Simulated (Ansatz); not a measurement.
# KTaTe3 (built on the sites of a database entry of KTaO3): following an unstable mode, part 2 of 2

Which phase does KTaTe3 (built on the sites of a database entry of KTaO3) fall into along its unstable mode, and how much energy does it gain?

Ansatz 0.2.0; DFT PBEsol, scalar-relativistic, plane waves, PAW.

So far, highest frequency on the path or at a solved wavevector (cm⁻¹): step 2 (response at finite wavevector) 209. Also lowest frequency on the path (cm⁻¹): step 2 -32.5.

The structure was built from a prototype and need not be the compound's stable phase.

**5. Energy along the mode, all amplitudes (two of the runs are shown above)**

An imaginary frequency means negative curvature, so the energy should fall and then rise again as anharmonic terms take over.

Numbers from this step:

| Quantity | Value |
| --- | --- |
| depth at the lowest point sampled | 33.31 meV/atom |
| largest atomic shift at that point | 0.6 Å |

Energy from the parent against largest atomic shift:

```
largest atomic shift (Å)  energy from the parent (meV/atom)
                   0.000                                  0
                   0.040                             -0.167
                   0.080                             -0.678
                   0.140                              -2.18
                   0.220                              -6.28
                   0.320                              -15.5
                   0.450                              -27.1
                   0.600                              -33.3
```

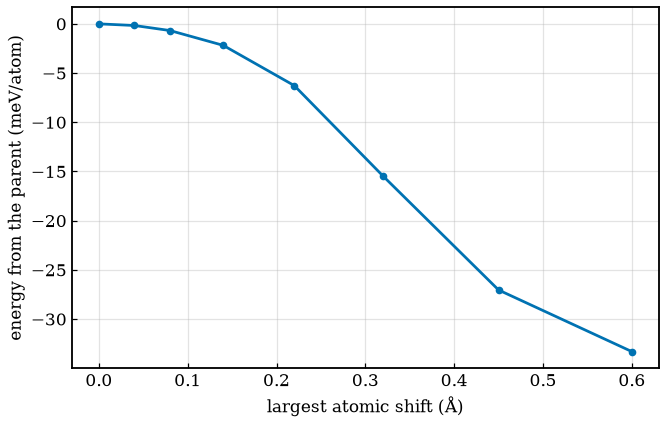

Energy from the parent, plotted against largest atomic shift.

Displacement at unit largest shift by atom:

```
atom  x (Å)  y (Å)  z (Å)  size
  K1   0.00   0.00   0.00  0.00
  K2   0.00   0.00   0.00  0.00
 Ta3   0.00   0.00   0.00  0.00
 Ta4   0.00   0.00   0.00  0.00
 Te5   0.00   0.00   0.00  0.00
 Te6   0.00   0.00   0.00  0.00
 Te7   0.00   0.00   1.00  1.00
 Te8   0.00   0.00  -1.00  1.00
 Te9   0.00  -1.00   0.00  1.00
Te10   0.00   1.00   0.00  1.00
```

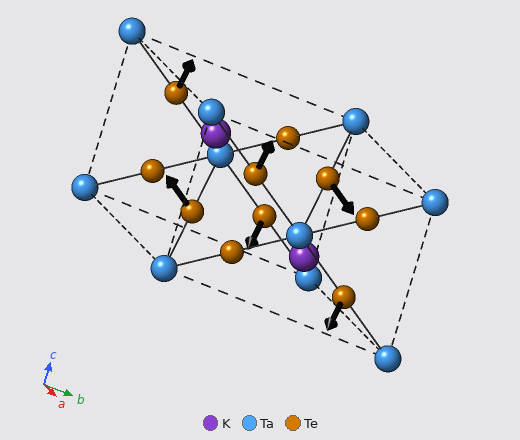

Displacement at unit largest shift as arrows, the longest 1 Å. Some periodic images of atoms are drawn too.

The lowest of the steps tried is the last one, at 0.6 Å, 33.3 meV/atom below the parent; the bottom of the well need not coincide with a step.

**6. Relaxing from the distorted cell**

Starting from the lowest point found, all atoms and the cell are let go, so that strain and other modes of the same symmetry can join in.

input.yaml

```yaml
crystal:
  lattice:
    - [5.4478105987, 5.4478105987, 0.0]
    - [5.4478105987, 0.0, 5.4478105987]
    - [5.4478105987, 0.0, -5.4478105987]
  atoms:
    - { symbol: K, position: [0.5, 0.25, 0.75] }
    - { symbol: K, position: [0.5, 0.75, 0.25] }
    - { symbol: Ta, position: [0.0, 0.0, 0.0] }
    - { symbol: Ta, position: [0.0, 0.5, 0.5] }
    - { symbol: Te, position: [0.0, 0.25, 0.25] }
    - { symbol: Te, position: [0.0, 0.75, 0.75] }
    - { symbol: Te, position: [0.5, 0.8050679937, 0.6949320063] }
    - { symbol: Te, position: [0.5, 0.1949320063, 0.3050679937] }
    - { symbol: Te, position: [-0.1101359875, 0.3050679937, 0.8050679937] }
    - { symbol: Te, position: [0.1101359875, 0.6949320063, 0.1949320063] }
kpoints:
  mp_grid: { grid: [8, 8, 8] }
hamiltonian:
  xc: pbesol
scf:
  occupations: { method: methfessel_paxton, width: 0.2 }
output:
  forces: true
  stress: true
  eigenvalues: true
  write_density: true
  write_potential: true
  elf: true
  volumetric_format: npy
relax:
  adjacent_minimum: "off"
  f_tol: 0.002
  max_steps: 120
  cell: { stress_tol: 0.03 }
```

Command:

```console
> ansatz run input.yaml --threads 8 --pin off --max-ram 14336MiB --backend cpu --events-out ev --progress --plain --runs-dir out
```

Numbers of over 12 decimals in the logs are rounded to 6 here.

Output:

```text
[...]
Crystal: 10 atoms, lattice volume = 323.367 Å³
Basis set: ecut = 420 eV, 6303 PW (Γ), exchange–correlation on 108×108×108 points (8 copies of the dense FFT grid, shifted against one another)
Bands: 84, of which v1, the nominal top of the filled ones, is band 70 counted from 1 (69 counted from 0)
Symmetry: 16 space group operations
[...]
k-points: 59 of 512
[...]
SCF iter   1: F=—  HF=-64057.481277 eV  |F-HF|=—  |Δ(HF+E_count)|=         —  Δρ=2.68e-3  dr2=2.12e-2  ethr=1.77e-3  ⟨swp⟩=6.9  Hψ=21041  notcnv=0
[...]
SCF iter   6: F=-64057.478543 eV  HF=-64057.478543 eV  |F-HF|=2.78e-8  |Δ(HF+E_count)|=   1.55e-7  S|Δr|=    0.00e0  Δρ=3.23e-6  dr2=5.60e-8  ethr=7.14e-11  ⟨swp⟩=16.8  Hψ=40662  notcnv=0
SCF 1 converged in 6 iterations: F = -64057.478543 eV  dr2 = 5.60e-8
[...]
relax step   1: F+E_penalty+E_count = -64057.47854296 eV  Δ(F+E_penalty+E_count) = +0.000e0 eV  max|allowed force component| = 1.501e-2 eV/Å  Δτ_max = 0.0000 Å  P = -1.520 GPa  Ω = 323.367 Å³  (6 SCF iters, dr2 threshold 1.00e-7 eV, accepted)
Crystal: 10 atoms, lattice volume = 308.934 Å³
Basis set: ecut = 420 eV, 6011 PW (Γ), exchange–correlation on 108×108×108 points (8 copies of the dense FFT grid, shifted against one another)
[...]
SCF iter   6: F=-64057.648883 eV  HF=-64057.648883 eV  |F-HF|=1.14e-7  |Δ(HF+E_count)|=   1.27e-6  S|Δr|=    0.00e0  Δρ=8.12e-6  dr2=2.23e-7  ethr=7.14e-10  ⟨swp⟩=14.9  Hψ=41476  notcnv=0
SCF 2 converged in 6 iterations: F = -64057.648883 eV  dr2 = 2.23e-7
  Residual-converged pass: ⟨swp⟩=1.0  Hψ=5192  notcnv=0  max |occ|·‖R‖ = 7.0e-9 eV (tolerance 1.0e-8 eV)  dr2=2.23e-7  dr2_onsite=1.50e-8  max |Δocc| = 6.8e-11
[...]
relax step   2: F+E_penalty+E_count = -64057.64888305 eV  Δ(F+E_penalty+E_count) = -1.703e-1 eV  max|allowed force component| = 2.168e-1 eV/Å  Δτ_max = 0.0505 Å  P = +0.484 GPa  Ω = 308.934 Å³  energy of the carried Pulay correction = +2.083e-3 eV  (6 SCF iters, dr2 threshold 1.00e-6 eV, accepted)
Crystal: 10 atoms, lattice volume = 301.646 Å³
Basis set: ecut = 420 eV, 5955 PW (Γ), exchange–correlation on 108×108×108 points (8 copies of the dense FFT grid, shifted against one another)
[...]
SCF iter   6: F=-64057.826433 eV  HF=-64057.826433 eV  |F-HF|=2.70e-7  |Δ(HF+E_count)|=   4.08e-7  S|Δr|=    0.00e0  Δρ=1.44e-5  dr2=4.43e-7  ethr=7.14e-10  ⟨swp⟩=13.8  Hψ=42365  notcnv=0
SCF 3 converged in 6 iterations: F = -64057.826433 eV  dr2 = 4.43e-7
relax step   3: F+E_penalty+E_count = -64057.82643292 eV  Δ(F+E_penalty+E_count) = -1.775e-1 eV  max|allowed force component| = 1.519e-1 eV/Å  Δτ_max = 0.1953 Å  P = +0.491 GPa  Ω = 301.646 Å³  energy of the carried Pulay correction = +3.171e-3 eV  (6 SCF iters, dr2 threshold 1.00e-6 eV, accepted)
[...]
relax step   4: F+E_penalty+E_count = -64057.84537656 eV  Δ(F+E_penalty+E_count) = -1.894e-2 eV  max|allowed force component| = 3.001e-1 eV/Å  Δτ_max = 0.1951 Å  P = +0.113 GPa  Ω = 297.249 Å³  energy of the carried Pulay correction = +3.840e-3 eV  (9 SCF iters, dr2 threshold 1.00e-6 eV, accepted)
[...]
relax step   5: F+E_penalty+E_count = -64057.87774631 eV  Δ(F+E_penalty+E_count) = -3.237e-2 eV  max|allowed force component| = 1.007e-1 eV/Å  Δτ_max = 0.1278 Å  P = -0.279 GPa  Ω = 303.271 Å³  energy of the carried Pulay correction = +2.926e-3 eV  (6 SCF iters, dr2 threshold 1.00e-6 eV, accepted)
[...]
relax step   6: F+E_penalty+E_count = -64057.88952740 eV  Δ(F+E_penalty+E_count) = -1.178e-2 eV  max|allowed force component| = 8.588e-3 eV/Å  Δτ_max = 0.0462 Å  P = +0.044 GPa  Ω = 299.979 Å³  energy of the carried Pulay correction = +3.424e-3 eV  (7 SCF iters, dr2 threshold 6.34e-7 eV, accepted)
[...]
relax step   7: F+E_penalty+E_count = -64057.88955286 eV  Δ(F+E_penalty+E_count) = -2.546e-5 eV  max|allowed force component| = 7.532e-3 eV/Å  Δτ_max = 0.0003 Å  P = -0.045 GPa  Ω = 300.372 Å³  energy of the carried Pulay correction = +3.364e-3 eV  (6 SCF iters, dr2 threshold 1.85e-8 eV, accepted)
[...]
relax step   8: F+E_penalty+E_count = -64057.88963922 eV  Δ(F+E_penalty+E_count) = -8.636e-5 eV  max|allowed force component| = 1.001e-3 eV/Å  Δτ_max = 0.0010 Å  P = +0.007 GPa  Ω = 300.156 Å³  energy of the carried Pulay correction = +3.397e-3 eV  (5 SCF iters, dr2 threshold 1.04e-8 eV, accepted)
[...]
SCF iter   7: F=-64057.887490 eV  HF=-64057.887490 eV  |F-HF|=7.28e-12  |Δ(HF+E_count)|=  4.37e-11  S|Δr|=    0.00e0  Δρ=2.84e-8  dr2=2.18e-12  ethr=1.00e-12  ⟨swp⟩=9.3  Hψ=26677  notcnv=0
SCF 9 converged in 7 iterations: F = -64057.887490 eV  dr2 = 2.18e-12
relax step   9: F+E_penalty+E_count = -64057.88749004 eV  Δ(F+E_penalty+E_count) = +2.149e-3 eV  max|allowed force component| = 1.052e-3 eV/Å  Δτ_max = 0.0000 Å  P = +0.000 GPa  Ω = 300.156 Å³  stress off target by 1.29e-2 GPa  SCF on the basis re-selected at this cell (its energy is not comparable with the rows above)  (7 SCF iters)
basis re-selected at this cell: Δ(F+E_penalty+E_count) = +2.149e-3 eV, ΔP = -0.006 GPa vs the last step (what re-selecting the basis moved, of the pressure what is left beyond the Pulay correction that the steps carried, after the strain that the cell walked since its last selection, with what the two solves' SCF thresholds leave and, on support functions, any second-order correction that the steps lacked; it is no m [...]
SCF converged after 7 iterations
[...]
Free energy (F): -64057.887490 eV
[...]
Internal energy: -64057.899523 eV  (E = F + TS)
E sigma→0 (E₀):  -64057.890498 eV
Entropy (-TS):   0.012033 eV (1.203 meV/atom)
Fermi energy:    9.065833 eV
[...]
--- Forces (eV/Å), atoms counted from 1 ---
  atom   1  K      0.00000000     0.00000000     0.00000000
  atom   2  K      0.00000000    -0.00000000     0.00000000
  atom   3  Ta     0.00000000    -0.00000000     0.00000000
  atom   4  Ta     0.00000000    -0.00000000    -0.00000000
  atom   5  Te     0.00000000    -0.00000000    -0.00000000
  atom   6  Te     0.00000000     0.00000000     0.00000000
  atom   7  Te     0.00000000     0.00000000     0.00105160
  atom   8  Te     0.00000000     0.00000000    -0.00105160
  atom   9  Te     0.00000000    -0.00105160     0.00000000
  atom  10  Te     0.00000000     0.00105160     0.00000000
  max |Σ_I F_I| component: 1.30e-18 eV/Å
--- Stress (GPa, compression-positive) ---
        0.012898      -0.000000       0.000000
       -0.000000      -0.005961       0.000000
        0.000000       0.000000      -0.005961
  P = ⅓ Tr σ = 0.0003 GPa (0.003 kbar)
--- Band table (eV; the first three rows and the last of 59) ---
  k-point 0: bands = [... 66 lower, 8.2030, 8.6566, 8.7320, 9.4424, 9.5283, 9.5283, 9.7351, 9.7351, ... 10 higher]
  k-point 1: bands = [... 66 lower, 8.5110, 8.5602, 8.7215, 9.0834, 9.4482, 9.4585, 9.7357, 10.1142, ... 10 higher]
  k-point 2: bands = [... 66 lower, 8.3258, 8.5980, 8.7861, 8.8620, 9.3627, 9.3694, 9.8751, 10.4143, ... 10 higher]
  k-point 58: bands = [... 66 lower, 7.5009, 7.5009, 8.7386, 9.3934, 9.6920, 9.6920, 10.0364, 10.3492, ... 10 higher]
--- Relaxed structure (8 steps of the walk, 8 accepted, 1 SCFs on fresh bases) ---
  F+E_penalty+E_count = -64057.88749004 eV   max|allowed force component| = 1.052e-3 eV/Å   (the final SCF, on the basis selected at the relaxed cell)
  cell:  # Å, volume = 300.1563 Å³
    - [5.722970, 5.120920, 0]
    - [5.722970, 0, 5.120920]
    - [5.722970, 0, -5.120920]
  atoms:
    - { symbol: K, position: [0.500000, 0.250000, 0.75] }
    - { symbol: K, position: [0.500000, 0.75, 0.250000] }
    - { symbol: Ta, position: [-2.547406440878486e-19, -1.930456443478229e-19, 4.477862884356713e-19] }
    - { symbol: Ta, position: [-2.547406440878484e-19, 0.5, 0.5] }
    - { symbol: Te, position: [-2.547406440878479e-19, 0.25, 0.25] }
    - { symbol: Te, position: [-2.5474064408784886e-19, 0.75, 0.75] }
    - { symbol: Te, position: [0.500000, 0.837973, 0.662027] }
    - { symbol: Te, position: [0.500000, 0.162027, 0.337973] }
    - { symbol: Te, position: [-0.175947, 0.337973, 0.837973] }
    - { symbol: Te, position: [0.175947, 0.662027, 0.162027] }
```

Wall time 2.8 min (8 threads of Arm Neoverse V1, shared host); peak memory 2.2 GiB; 22 min of CPU time.

Step by step:

```
step  energy less that of the first step (eV)  largest force component (eV/Å)  pressure (GPa)  volume (Å³)
   1                                   0.0000                          0.0150           -1.52       323.37
   2                                  -0.1703                          0.2168            0.48       308.93
   3                                  -0.3479                          0.1519            0.49       301.65
   4                                  -0.3668                          0.3001            0.11       297.25
   5                                  -0.3992                          0.1007           -0.28       303.27
   6                                  -0.4110                          0.0086            0.04       299.98
   7                                  -0.4110                          0.0075           -0.04       300.37
   8                                  -0.4111                          0.0010            0.01       300.16
  9*                                  -0.4089                          0.0011            0.00       300.16
```

Relaxation steps marked * repeat the geometry before them on a plane-wave basis chosen anew for their cell, so energy and pressure can jump there.

The run keeps the 16 symmetry operations that it works with, so distortions that break them were not tested.

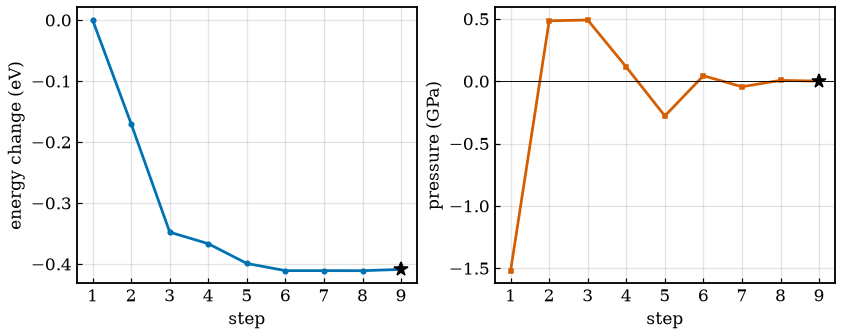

Energy and pressure along the relaxation. Stars mark steps on a basis chosen anew.

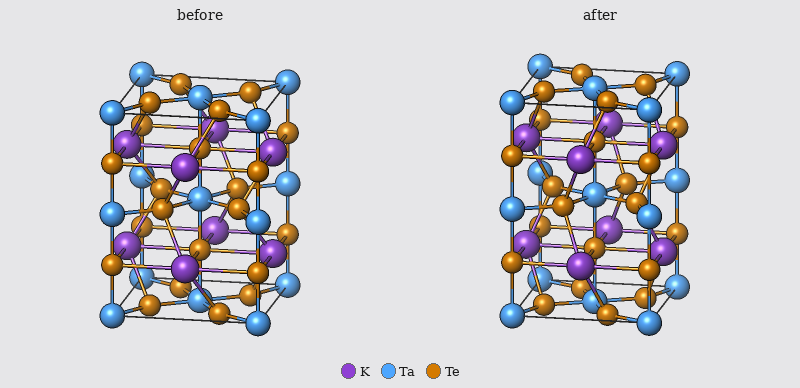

Before and after, at one scale.

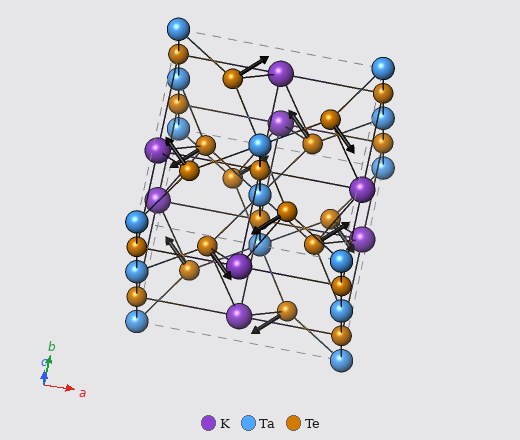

Displacements in the relaxation, exaggerated, measured against the changing cell; the longest in the cell stands for 0.34 Å. Some periodic images of atoms are drawn too.

```
conventional cell, symmetrised  before   after  change
                         a (Å)   7.704   7.242  -6.0 %
                         b (Å)   7.704   7.242  -6.0 %
                         c (Å)  10.896  11.446  +5.1 %
              volume (Å³/atom)   32.34   30.02  -7.2 %
```

The atoms that moved most (Å, as changes of fractional coordinates times the final cell):

```
atom     dx      dy      dz  length
 Te7  0.000   0.000   0.337   0.337
Te10  0.000   0.337   0.000   0.337
 Te8  0.000   0.000  -0.337   0.337
 Te9  0.000  -0.337   0.000   0.337
```

The relaxed structure:

```xyz
10
Lattice="5.7230 5.1209 0.0000 5.7230 0.0000 5.1209 5.7230 0.0000 -5.1209" Properties=species:S:1:pos:R:3 pbc="T T T"
K     8.5845    2.5605   -2.5605
K     8.5845    2.5605    2.5605
Ta    0.0000    0.0000    0.0000
Ta    5.7230    0.0000    0.0000
Te    2.8615    0.0000    0.0000
Te    8.5845    0.0000    0.0000
Te   11.4459    2.5605    0.9010
Te    5.7230    2.5605   -0.9010
Te    5.7230   -0.9010   -2.5605
Te    5.7230    0.9010    2.5605
```

Numbers from this step:

| Property | Result |
| --- | --- |
| pressure | 3.25e-4 GPa |
| volume per atom | 30.02 Å³ |

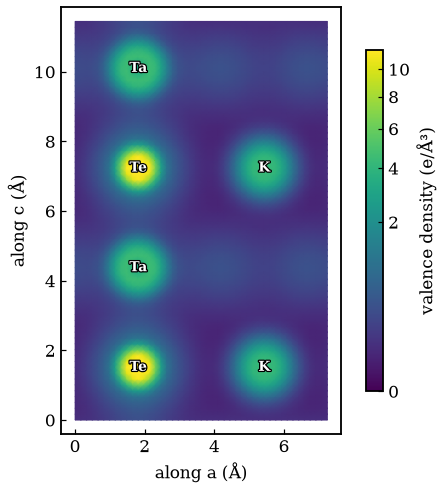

Valence density in the ac plane of the conventional cell at fractional y = 0.000, with atoms of K and Ta and Te within 0.2 Å of it. It is the smooth field of the valence electrons, not physical close to the nuclei. The map starts off the cell's origin, so that atoms lie inside it. The colour scale is stretched toward low values.

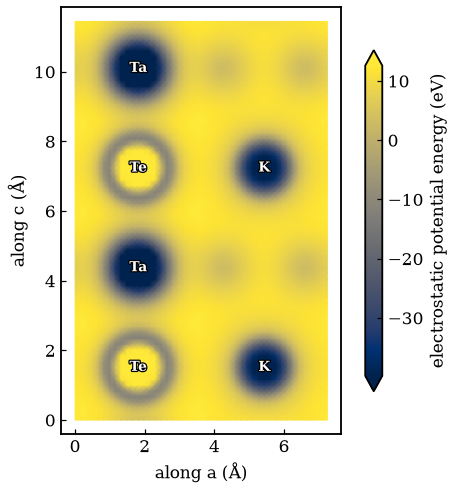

Electrostatic potential energy in the ac plane of the conventional cell at fractional y = 0.000, with atoms of K and Ta and Te within 0.2 Å of it. With pseudopotentials it is smooth inside the atoms' cores, unlike the true potential. The map starts off the cell's origin, so that atoms lie inside it.

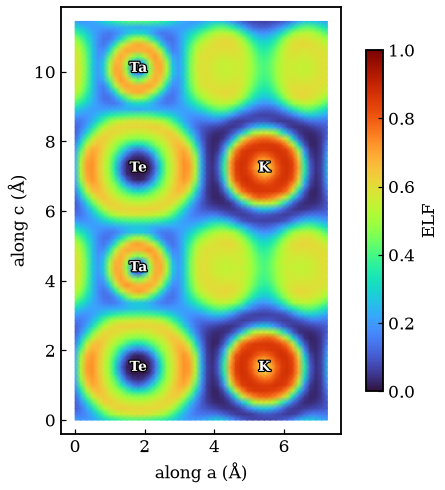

ELF in the ac plane of the conventional cell at fractional y = 0.000, with atoms of K and Ta and Te within 0.2 Å of it. It is the smooth field of the valence electrons, not physical close to the nuclei. The map starts off the cell's origin, so that atoms lie inside it.

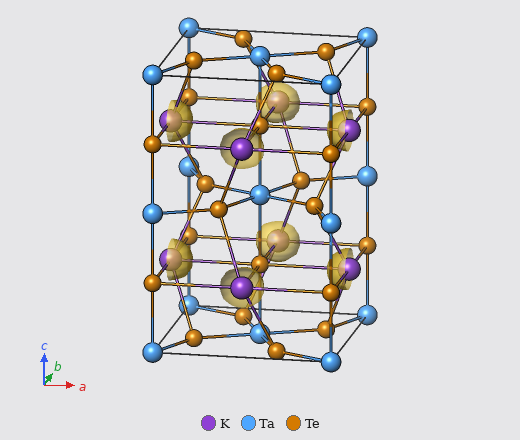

Surface of ELF = 0.8.

The distorted start has space group I4/mcm; the relaxation ends in I4/mcm.

**7. Summary of results**

* unstable mode of the parent: q = (-0.5, -0.5, -0.5), 32i cm⁻¹
* depth at the lowest point sampled: 33.3 meV/atom
* largest atomic shift at that point: 0.6 Å
* space group reached (within 0.01 Å): I4/mcm
* energy gained over the parent (first relaxation, on the mesh of the frozen mode): 74.5 meV/atom
* volume per atom, phase reached: 30.0 Å³

What this shows: Along this mode the structure falls into I4/mcm, 74.5 meV/atom below the parent. At the parent's cell the well is 33.31 meV/atom deep on the steps tried, with its lowest point at a shift of 0.6 Å. That is the last step tried, so the steps alone don't bracket the bottom of the well. Relaxing atoms and cell changes the gain by +41.20 meV/atom against the lowest step (energies at zero smearing). The modes of the phase reached were not computed on this path. Of the 4 patterns followed to their end from this parent, this one reaches the lowest energy. Each path keeps the symmetry of its pattern, so a lower phase may lie along a pattern not tried. With no gap, or one that is small against the smearing, the frequencies hang on the k mesh and the smearing, most of all near Kohn anomalies. Spin-orbit coupling is left out, which can matter for the heavy elements here. The starting cell was built on a prototype and not taken from a measurement, so the phase need not exist.

[Logs are printed without paths, hosts, clocks, repeated set-up lines and the standing remarks that a program may print on its own settings, such as how far it seeks lower states.]

[Hosts, paths, dates, database ids (printed as entryN), source tags and the programs' standing remarks are cut or masked in the printed files.]
